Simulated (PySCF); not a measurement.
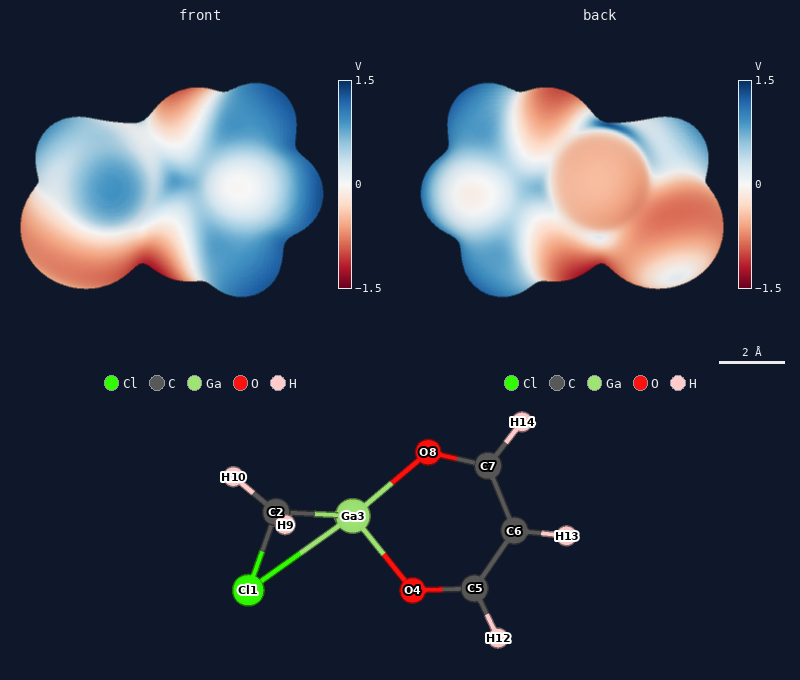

Figure. C₄H₆ClGaO₂. The molecular electrostatic potential painted on the density surface at 0.002 e/bohr³, seen from the front and from behind; the colour scale runs from red (negative) to blue (positive). The bare structure is drawn below in the same view.

Geometry: GFN2-xTB.

These are results of PBE0/def2-SVPD, SCF density, gas phase in PySCF 2.14.0, not measurements.

Input

```
{"job": {"kind": "uv", "xc": "PBE0", "basis": "def2-SVPD", "nstates": 8, "ntriplets": 3}, "charge": 0, "multiplicity": 1}
Cl     2.964320    -1.385217     0.429443
C      2.534665     0.193533    -0.359329
Ga     0.932315     0.127359     0.852334
O     -0.250159    -1.270685     0.215515
C     -1.431394    -1.175870    -0.234939
C     -2.159048    -0.008600    -0.399046
C     -1.618551     1.233562    -0.080307
O     -0.468528     1.443941     0.389499
H      2.428296    -0.012153    -1.425681
H      3.388362     0.851971    -0.212226
H      0.985056     0.065068     2.372306
H     -1.906838    -2.124512    -0.520407
H     -3.158716    -0.062616    -0.794609
H     -2.240459     2.123747    -0.254719
```

Launched as:

```sh
OMP_NUM_THREADS=1 python probes_run.py task.json out
```

Q: Which sites attract a positive test charge, and which a negative one?

A: A positive charge is drawn to the negative regions and a negative charge to the positive ones. The most negative region (about −1.2 V) lies over O4, the most positive (about +1.3 V) over Ga3, H12, H13 and H14. O4 is the likeliest acceptor of a hydrogen bond.

Q: What dipole moment does the calculation give?

A: Its dipole moment is 3.53 D.
